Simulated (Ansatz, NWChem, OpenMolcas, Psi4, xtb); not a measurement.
## Ligand exchange: SiH3Br + HNO2 → SiH3(OH) + NBrO

Species: SiH3Br `[SiH3]Br`, singlet; HNO2 (nitrous acid) `O=NO`, singlet; SiH3(OH) (silanol), singlet; NBrO (nitrosyl bromide) `O=NBr`, singlet. The partners trade Br for OH: Si–Br and N–OH bonds give way to Si–OH and N–Br.

Shapes, held fixed at every level: PBE0-D4/def2-TZVP. Flexible molecules stand in one conformer, not always the lowest. Programs: Ansatz 0.2.0, NWChem 7.3.0, OpenMolcas 26.06, Psi4 1.11, xtb 6.7.1. A level may come from different programs for different species; with the same settings they agree closely. Electronic energies: no zero-point or thermal term.

| level | kind | ΔE (kJ/mol) |
| --- | --- | --- |
| GFN0-xTB | semi-empirical | -4.4 |
| SVWN5/STO-3G | LDA | +99.6 |
| r2SCAN/STO-3G | meta-GGA | +81.8 |
| B3LYP/STO-3G | global hybrid | +79.0 |
| BHLYP/STO-3G | global hybrid | +102.6 |
| B3LYP/6-31G* (spherical functions) | global hybrid | -31.3 |
| CCSDT(Q)/STO-3G | coupled cluster or CI | +86.5 |
| CCSDTQ/STO-3G | coupled cluster or CI | +86.3 |
| TPSS/def2-TZVP | meta-GGA | -47.9 |

TPSS/def2-TZVP gives ΔE = -47.9 kJ/mol; the levels span -47.9 to +102.6. They disagree on the sign: 6 of 9 are positive. The median of the levels is +81.8. No measured value is set beside it here. T1 is large for HNO2 (0.022), so single-reference values are less sure there. Relativity is left out for Br. Outer-core shells of Br are correlated in most correlated rows, in sets that cover them unevenly. TPSS/def2-TZVP lies outside the range of all other levels here, so it shouldn't be taken on trust. Rows in sets without polarisation functions are far from converged.

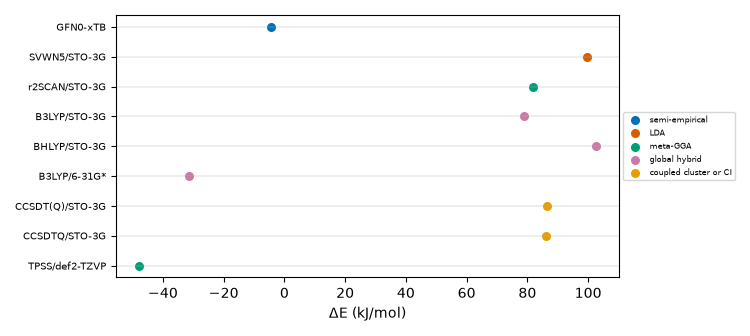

The values of the table, level by level.
